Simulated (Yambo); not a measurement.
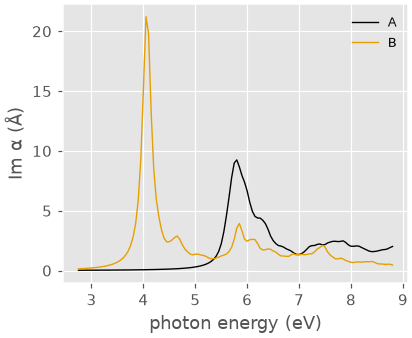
Figure: Two computed absorption spectra of a free-standing SnO monolayer (symmetry P4/nmm, slab cell 15.3 Å high) under biaxial strain of -1.5 % in the plane (Yambo, PBE bands with the same scissor, field along x)

Problem. Which curve includes the electron-hole attraction (BSE), and where are its main peaks?

Solution. Curve B: the attraction moves weight to lower energy (centre of the plotted range 5.2 eV against 6.6 eV). Its peaks lie at 4.0 eV, 5.8 eV. Settings: 18×18×1 mesh, 4 valence and 6 conduction bands, static screening with 70 bands and a 3 Ry block, scissor 1.98 eV, Tamm-Dancoff, stochastic integration of W near q = 0. The scissor comes from a G0W0 run whose convergence isn't established. Broadening 0.1 eV. The band window holds all transitions up to 8.8 eV. Fine structure above the onset can come from the mesh.

Spin-orbit coupling is not included.

Geometry strained from the cell relaxed with PBEsol, atoms relaxed again; primitive cell a = 3.7282 Å, b = 3.7282 Å, c = 15.3000 Å, α = 90.00°, β = 90.00°, γ = 90.00°.

This is a model layer cut from the bulk structure; whether it is stable on its own was not checked.

The potentials are those of PseudoDojo's stringent table.
